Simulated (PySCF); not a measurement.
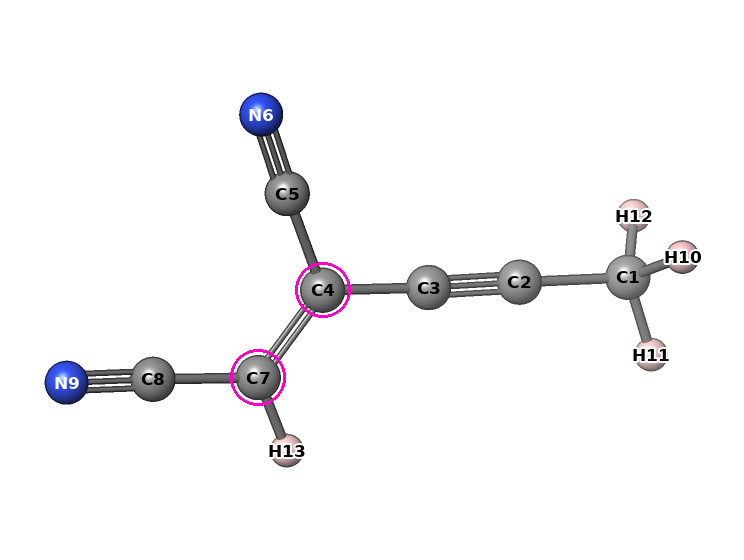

Distant atoms are faded towards the background colour. Circles mark the stereogenic atoms. The geometry was computed by an optimisation with GFN2-xTB. No frequency run is at hand to confirm it as a minimum.

Question: Assign CIP descriptors.

Answer: C4=C7: Z.

Question: Give a SMILES with the stereochemistry.

Answer: CC#C/C(C#N)=C/C#N
